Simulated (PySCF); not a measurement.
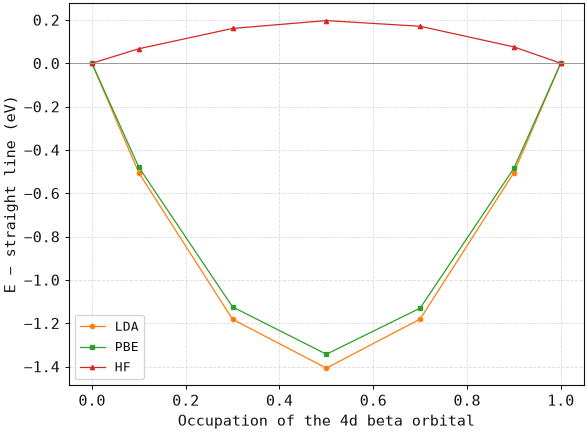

One 4d beta orbital of Ru²⁺ ([Kr] 4d⁶) is emptied in steps. The plot gives the energy less the straight line between the integer ends. PySCF, jorge-DZP-DKH, spin-free X2C-1e, unrestricted single determinants, no spin-orbit coupling.

**What do the curves say about each method?**

LDA: convex (delocalisation error), largest departure −1.4 eV, removal energy 26.60 eV; PBE: convex (delocalisation error), largest departure −1.3 eV, removal energy 26.30 eV; HF: concave (localisation error), largest departure 0.20 eV, removal energy 24.07 eV. The NIST semi-empirical removal energy is 28.47 eV. The exact energy is a straight line between whole electron numbers.
